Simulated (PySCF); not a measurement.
Molecule: SMILES C=CCCCl. Atoms near the plane z = 0.0 Å, at the GFN2-xTB optimised geometry (x, y, z in Å): C1 (1.6, -0.6, 0.0), C2 (0.3, -0.6, 0.0), C3 (-0.6, 0.6, 0.0), H6 (2.1, 0.3, 0.0), H7 (2.1, -1.5, 0.0), H8 (-0.3, -1.6, 0.0), H9 (0.0, 1.5, 0.0), H10 (-1.2, 0.6, 0.9).

Method: B3LYP/def2-TZVP (PySCF 2.14.0). Cells within 0.4 Å of a nucleus heavier than hydrogen are left out (blank, or x). The values are rescaled to run from 0 to 1.

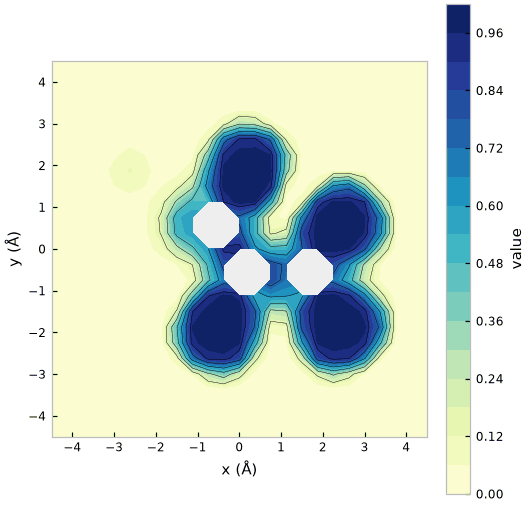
Fig. 1. a field on the plane z = 0.0 Å.

Which quantity is mapped?
(A) log10 of the electron density
(B) electron localisation function
(C) deformation density (molecule minus spherical neutral atoms)
(D) electrostatic potential

B, electron localisation function
